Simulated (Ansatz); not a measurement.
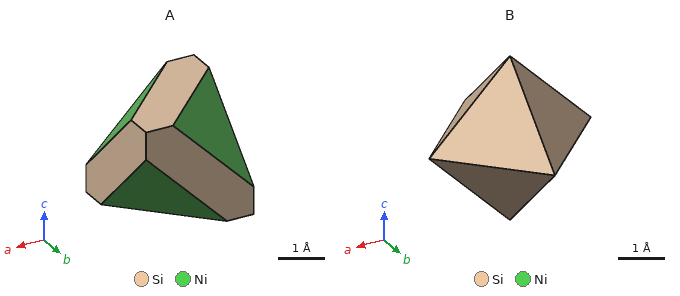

Computed Voronoi cells of the 2 sites of this structure, drawn to one scale and in one orientation; each face has the colour of the neighbour behind it.

Si2Ni, space group Fm-3m (No. 225), a = 5.448 Å, b = 5.448 Å, c = 5.448 Å, α = 90.00°, β = 90.00°, γ = 90.00°

```csv
site,Wyckoff,x,y,z
Si,8c,0.2500,0.7500,0.7500
Ni,4a,0.0000,0.0000,0.0000
```

Origin: the geometry relaxed with Ansatz, DFT PBE, scalar-relativistic, plane waves, PAW.

Question: Which cell belongs to which site?

Answer: A is Si (10 faces above 1 % of the solid angle, 14.5 Å³, facing Ni 50 %, Si 50 %); B is Ni (8 faces above 1 % of the solid angle, 11.4 Å³, facing only Si).
